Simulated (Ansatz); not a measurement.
## Electronic structure of CH2NSb (triplet) in real space

```yaml
atoms:
  - { symbol: C, position_ang: [-0.8478, -2.6542, -1.0195] }
  - { symbol: N, position_ang: [-0.3494, -1.4946, -0.9725] }
  - { symbol: Sb, position_ang: [-1.0464, 0.0998, 0.1069] }
  - { symbol: H, position_ang: [-0.3698, -3.4187, -1.6427] }
  - { symbol: H, position_ang: [-1.7450, -2.9821, -0.4776] }
```

Geometry: B3LYP-D4/def2-TZVP; core potentials replace the inner electrons of Sb.

Theory: isolated molecule in a Gaussian basis; Kohn-Sham density functional theory, functional PBE0 in Ansatz 0.2.0.

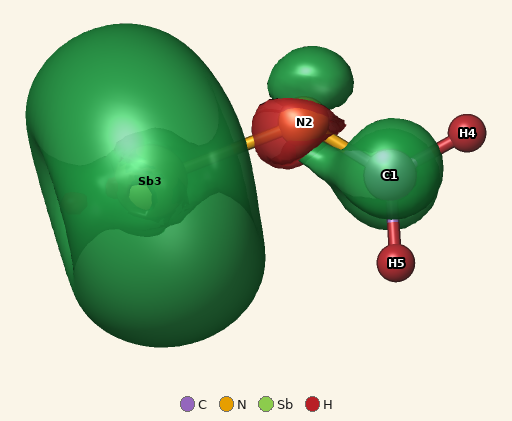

Figure 1. Isosurfaces of the spin density (α minus β) at +0.02 (green) and −0.02 e/Å³ (red), seen across its widest extent.

Describe the spin distribution.

Answer. The unpaired spin (2 electrons) lies mostly on Sb3 (about 1.8) and C1 (about 0.1), in electrons by Hirshfeld's partition.

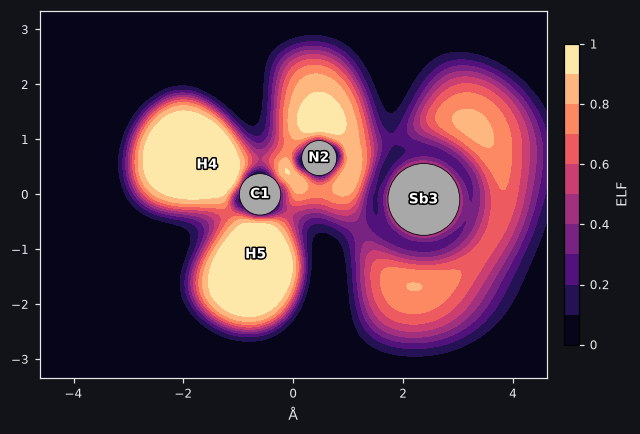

Figure 2. ELF on the molecular plane. Grey discs cover the atomic cores.

What do the fields say about this system?

Answer.
- The plane passes through C, N, Sb and H nuclei.
- C–N (1.26 Å): the ELF peaks at about 0.90 between the atoms (a multiple bond).
- Sb–N (2.05 Å): the ELF peaks at about 0.90 in the valence shell of N, 0.6 Å from its nucleus, and drops to about 0.20 between the two atoms.
- C–H (1.10 Å): the ELF climbs to about 1 towards the hydrogen, as it does in any bond to H; an ordinary covalent bond to hydrogen.
- The ELF also peaks beside Sb3 and N2, away from the bonds: non-bonding electrons, paired or unpaired.

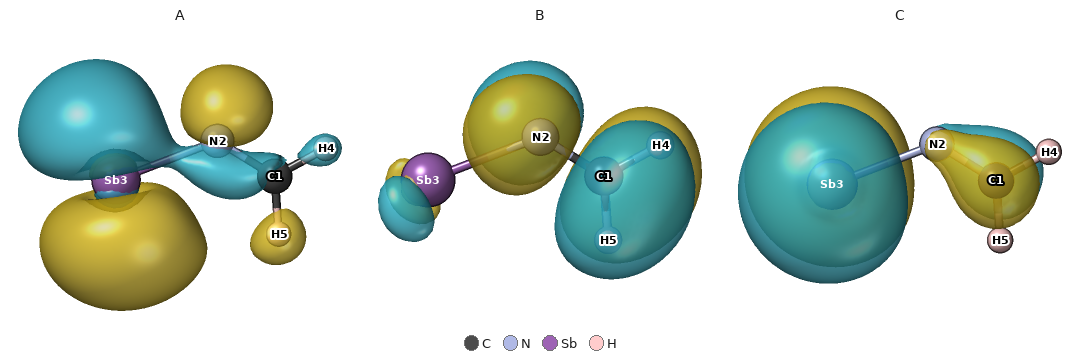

Figure 3. Three frontier orbitals at ±0.08 Å⁻³ᐟ² (yellow and cyan are the two phases), in no order.

Order the three orbitals by energy and name them. All are α orbitals.

Answer. C is the HOMO−1 (α) (−6.14 eV). Its weight (Hirshfeld) is mainly on Sb3 (about 85 %) and C1 (about 10 %); it changes sign across the molecular plane (π type). A is the HOMO (α) (−5.80 eV). Its weight (Hirshfeld) is mainly on Sb3 (about 75 %) and N2 (about 15 %); it is symmetric in the molecular plane (an in-plane orbital: σ, lone-pair or in-plane π type). B is the LUMO (α) (−0.74 eV). Its weight (Hirshfeld) is mainly on C1 (about 40 %), N2 (about 35 %), Sb3 (about 15 %), H5 (about 5 %) and H4 (about 5 %); it changes sign across the molecular plane (π type); π-antibonding (a node) across C1–N2 and N2–Sb3.

What is the gap between the highest occupied and lowest empty α orbitals?

Answer. 5.06 eV between the orbital energies.
